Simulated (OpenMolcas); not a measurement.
# Run report: C2H2F2 (charge +1), single-point calculation (part 2 of 2)

The same run, continued: C2H2F2, charge +1, multiplicity 2; BLYP/aug-cc-pVDZ, UKS (OpenMolcas 26.06). The geometry is that of the parent species in another charge or spin state. The geometry comes from this level: PBE0-D4/def2-TZVP.

Geometry of the input (Å):
```
C  -0.1159  0.4710  -0.5444
C  0.1050  -0.3946  0.4201
F  -0.4549  -0.3636  1.6076
F  0.9192  -1.4221  0.3430
H  0.3942  0.3606  -1.4884
H  -0.8056  1.2848  -0.3842
```

**What the program printed, continued**
```
  10  -276.679008879  -638.782722323   243.850521844  -3.19E-03*   7.80E-03*   1.76E-03*    8.57E-02   1.69E+02   c2DIIS       3.
  11  -276.679093054  -638.517633046   243.585348393  -8.42E-05*   3.46E-02*   1.81E-03*    1.09E-01   1.69E+02   QNRc2DIIS    3.
  12  -276.679002880  -638.748100440   243.815905961   9.02E-05*   2.13E-02*   3.84E-03*    1.21E-01   1.69E+02   QNRc2DIIS    3.
  13  -276.679174963  -638.637487722   243.705121160  -1.72E-04*   5.47E-03*   1.11E-03*    6.08E-02   1.69E+02   QNRc2DIIS    3.
  14  -276.679185982  -638.630254355   243.697876773  -1.10E-05*   8.81E-04*   2.16E-04*    1.91E-02   1.69E+02   QNRc2DIIS    3.
  15  -276.679186207  -638.624794071   243.692416265  -2.24E-07*   1.09E-04*   6.25E-06*    2.18E-03   1.69E+02   QNRc2DIIS    3.
  16  -276.679186208  -638.624834375   243.692456568  -1.27E-09*   2.74E-05*   2.30E-06*    3.74E-04   1.69E+02   QNRc2DIIS    3.
  17  -276.679186208  -638.624791010   243.692413203  -3.85E-11    1.53E-05*   2.98E-06*    8.32E-05   1.69E+02   QNRc2DIIS    3.
  18  -276.679186208  -638.624795766   243.692417959  -5.46E-11    3.77E-06    5.05E-07*    3.02E-05   1.69E+02   QNRc2DIIS    3.
  19  -276.679186208  -638.624801175   243.692423368  -4.04E-12    3.38E-07    5.11E-08     1.41E-05   1.69E+02   QNRc2DIIS    3.

       Convergence after  19 Iterations
--

 *****************************************************************************************************************************
 *                                             SCF/KS-DFT Program, Final results                                             *
 *                                                       Final Results                                                       *
 *****************************************************************************************************************************

::    Total KS-DFT energy                            -276.6791862080
      One-electron energy                            -638.6248011755
      Two-electron energy                             243.6924233684
      Nuclear repulsion energy                        118.2531915990
      Kinetic energy (interpolated)                   275.2582871930
      Virial theorem                                    1.0051620572
      Total spin, S(S+1)                                0.7514675857
      Total spin, S                                     0.5007335238
      Max non-diagonal density matrix element           0.0000001210
      Max non-diagonal Fock matrix element              0.0000000111

      All orbitals with orbital energies smaller than  E(LUMO)+0.5 are printed

++    Molecular orbitals:
      -------------------

      Title: UKS-DFT orbitals (alpha)

      Molecular orbitals for symmetry species 1: a

          Orbital            1         2         3         4         5         6         7         8         9        10
          Energy          -24.6595  -24.6594  -10.4324  -10.2831   -1.4888   -1.4262   -1.0524   -0.8715   -0.8174   -0.7692
          Occ. No.          1.0000    1.0000    1.0000    1.0000    1.0000    1.0000    1.0000    1.0000    1.0000    1.0000

          Orbital           11        12        13        14        15        16        17        18        19        20
          Energy           -0.7678   -0.6913   -0.6786   -0.6724   -0.6406   -0.5677   -0.3390   -0.2238   -0.2082   -0.1708
          Occ. No.          1.0000    1.0000    1.0000    1.0000    1.0000    1.0000    0.0000    0.0000    0.0000    0.0000

          Orbital           21        22        23        24        25        26        27        28        29        30
          Energy           -0.1389   -0.1287   -0.1285   -0.0963   -0.0934   -0.0714   -0.0587   -0.0451   -0.0438   -0.0259
          Occ. No.          0.0000    0.0000    0.0000    0.0000    0.0000    0.0000    0.0000    0.0000    0.0000    0.0000

          Orbital           31        32        33        34        35        36        37        38        39        40
          Energy            0.0044    0.0094    0.0202    0.0437    0.0447    0.0714    0.0871    0.0925    0.1247    0.1393
          Occ. No.          0.0000    0.0000    0.0000    0.0000    0.0000    0.0000    0.0000    0.0000    0.0000    0.0000

          Orbital           41        42
          Energy            0.1470    0.1498
          Occ. No.          0.0000    0.0000

--

      All orbitals with orbital energies smaller than  E(LUMO)+0.5 are printed

++    Molecular orbitals:
      -------------------

      Title: UKS-DFT orbitals (beta)

      Molecular orbitals for symmetry species 1: a

          Orbital            1         2         3         4         5         6         7         8         9        10
          Energy          -24.6563  -24.6563  -10.4294  -10.2744   -1.4829   -1.4201   -1.0283   -0.8647   -0.8132   -0.7603
          Occ. No.          1.0000    1.0000    1.0000    1.0000    1.0000    1.0000    1.0000    1.0000    1.0000    1.0000

          Orbital           11        12        13        14        15        16        17        18        19        20
          Energy           -0.7499   -0.6858   -0.6673   -0.6646   -0.6371   -0.5181   -0.2994   -0.2176   -0.2045   -0.1662
          Occ. No.          1.0000    1.0000    1.0000    1.0000    1.0000    0.0000    0.0000    0.0000    0.0000    0.0000

          Orbital           21        22        23        24        25        26        27        28        29        30
          Energy           -0.1381   -0.1253   -0.1221   -0.0929   -0.0848   -0.0667   -0.0577   -0.0431   -0.0404   -0.0253
          Occ. No.          0.0000    0.0000    0.0000    0.0000    0.0000    0.0000    0.0000    0.0000    0.0000    0.0000

--

++    Molecular charges:
      ------------------

      Mulliken charges per centre and basis function type
      ---------------------------------------------------

                            C1                      C2                      F3                      F4                      H5                      H6
                     alpha        beta       alpha        beta       alpha        beta       alpha        beta       alpha        beta       alpha        beta
      1s           1.6345      1.6165      1.4631      1.4721      2.0557      2.0515      2.0557      2.0515      0.6774      0.7199      0.6774      0.7198
      2px          0.4986      0.1549      0.3772      0.2659      0.8950      0.8403      0.8389      0.7843     -0.0078     -0.0090     -0.0016     -0.0033
      2pz          0.3708      0.2790      0.2604      0.2321      0.7314      0.7202      0.9569      0.9452      0.0059      0.0046     -0.0192     -0.0181
      2py          0.4216      0.2188      0.3111      0.2415      0.9509      0.9191      0.7815      0.7501     -0.0137     -0.0134      0.0052      0.0036
      3d2+         0.0021      0.0007      0.0171      0.0113      0.0008      0.0008      0.0046      0.0051      0.0000      0.0000      0.0000      0.0000
      3d1+        -0.0059     -0.0083      0.0185      0.0090      0.0027      0.0028      0.0011      0.0011      0.0000      0.0000      0.0000      0.0000
      3d0          0.0008      0.0011      0.0053      0.0052      0.0042      0.0045      0.0009      0.0010      0.0000      0.0000      0.0000      0.0000
      3d1-        -0.0105     -0.0114      0.0163      0.0159      0.0032      0.0035      0.0023      0.0024      0.0000      0.0000      0.0000      0.0000
      3d2-        -0.0013     -0.0007      0.0079      0.0056      0.0005      0.0006      0.0026      0.0026      0.0000      0.0000      0.0000      0.0000
      Total        2.9106      2.2506      2.4768      2.2585      4.6445      4.5434      4.6445      4.5434      0.6618      0.7021      0.6618      0.7020
      Total              5.1612                  4.7352                  9.1879                  9.1879                  1.3639                  1.3638

      Charge            0.8388                  1.2648                 -0.1879                 -0.1879                 -0.3639                 -0.3638

      Total electronic charge=   31.000000

      Total            charge=    1.000000
--

++    Molecular orbitals:
      -------------------

      Title: Natural orbitals

      Molecular orbitals for symmetry species 1: a

          Orbital            1         2         3         4         5         6         7         8         9        10
          Energy          -24.6512  -24.6453  -10.4099  -10.2713   -1.0239   -0.6623   -0.7280   -1.4912   -1.2016   -0.8394
          Occ. No.          2.0000    2.0000    2.0000    2.0000    2.0000    2.0000    2.0000    2.0000    2.0000    2.0000

          Orbital           11        12        13        14        15        16        17        18        19        20
          Energy           -0.6716   -0.8848   -0.7585   -0.6906   -0.9204   -0.5421    0.2223    0.0513    0.1458    0.5711
          Occ. No.          2.0000    1.9999    1.9999    1.9999    1.9996    1.0000    0.0004    0.0001    0.0001    0.0001

          Orbital           21        22        23        24        25        26        27        28        29        30
          Energy            0.3871    0.3120    1.2570    1.5147    0.3984    0.5255    1.6406    1.3522    1.3537    2.4307
          Occ. No.          0.0000    0.0000    0.0000    0.0000    0.0000    0.0000    0.0000    0.0000    0.0000    0.0000

          Orbital           31        32        33        34        35        36        37        38        39        40
          Energy            2.5344   -0.2560    0.1794    0.4126    0.1611    0.2951    0.0966    0.0651    0.0815    0.4330
          Occ. No.          0.0000    0.0000    0.0000    0.0000    0.0000    0.0000    0.0000    0.0000    0.0000    0.0000

          Orbital           41        42        43        44        45        46        47        48        49        50
          Energy           -0.0684   -0.0441    0.0512    0.2293    0.0802    0.5479    1.5164    0.4730    0.1790    0.6154
          Occ. No.          0.0000    0.0000    0.0000    0.0000    0.0000    0.0000    0.0000    0.0000    0.0000    0.0000

          Orbital           51        52        53        54        55        56        57        58        59        60
          Energy            0.2596    1.1906    0.5419    0.9510    1.8511    0.5090    1.8561    0.7625    0.2594    0.7921
          Occ. No.          0.0000    0.0000    0.0000    0.0000    0.0000    0.0000    0.0000    0.0000    0.0000    0.0000

          Orbital           61        62        63        64        65        66        67        68        69        70
          Energy            2.1985    0.3823    1.6797    0.7957    0.5202    1.2144    1.7058    0.2125    0.8047    1.8630
          Occ. No.          0.0000    0.0000    0.0000    0.0000    0.0000    0.0000    0.0000    0.0000    0.0000    0.0000

          Orbital           71        72        73        74        75        76        77        78        79        80
          Energy            3.7580    0.2101    0.7094    0.2826    0.6166    3.5439    1.0243    0.2344    3.5503    0.3112
          Occ. No.          0.0000    0.0000    0.0000    0.0000    0.0000    0.0000    0.0000    0.0000    0.0000    0.0000

          Orbital           81        82        83        84        85        86        87        88        89        90
          Energy            0.9637    1.0800    0.3102    1.8064    3.2701    1.8846    0.9829    2.0966    1.7122    1.4395
          Occ. No.          0.0000    0.0000    0.0000    0.0000    0.0000    0.0000    0.0000    0.0000    0.0000    0.0000

          Orbital           91        92        93        94        95        96        97        98
          Energy            4.1239    0.5150    1.1830    1.3583    4.2825    4.1786    1.1267    4.0970
          Occ. No.          0.0000    0.0000    0.0000    0.0000    0.0000    0.0000    0.0000    0.0000

--

++    Molecular properties:
      ---------------------

      Charge (e):
                      =    1.0000
      Dipole Moment (debye):
      Origin of the operator (angstrom)=    0.1293   -0.4898    0.5261
                   X= -7.3366E-01               Y=  2.8746E+00               Z= -3.2031E+00           Total=  4.3659E+00
      Center of Charge (angstrom)
                     X=   -0.02346277               Y=    0.10871981               Z=   -0.14072569
      Quadrupole Moment (debye*angstrom):
      Origin of the operator (angstrom)=    0.1293   -0.4898    0.5261
                  XX= -1.7982E+01              XY= -1.4595E+00              XZ=  3.8165E-01              YY= -1.4895E+01
                  YZ= -3.5225E+00              ZZ= -1.3846E+01
      In traceless form (debye*angstrom)
                  XX= -3.6114E+00              XY= -2.1893E+00              XZ=  5.7247E-01              YY=  1.0191E+00
                  YZ= -5.2838E+00              ZZ=  2.5923E+00
--

--- Stop Module: scf /rc=_RC_ALL_IS_WELL_ ---
--- Module scf spent 1 minute 10 seconds ---

.##################.
.# Happy landing! #.
.##################.

    Timing: Wall=74.96 User=68.40 System=6.50
```

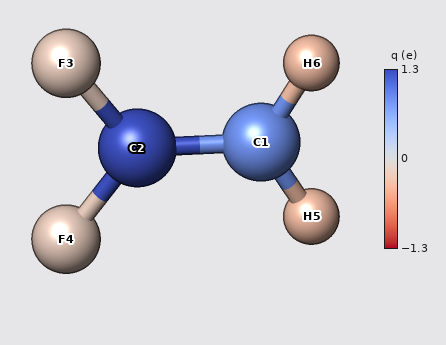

Fig. 1: Mulliken charges, as the colour of each atom (ball-and-stick view, seen at a tilt; atoms are numbered from 1 in the order of the input). By element: C +0.84 to +1.26, F −0.19 and H −0.36 e.

**Key numbers**

| quantity | value |
| --- | --- |
| outcome | converged |
| total energy | −276.679186 hartree |
| basis functions | 110 |
| ⟨S²⟩ | 0.751 |
| hardware | 1 thread of Arm Neoverse V1, 24 GiB of memory available, shared host |
| wall time | 75 s |
| peak memory | 0.65 GiB |
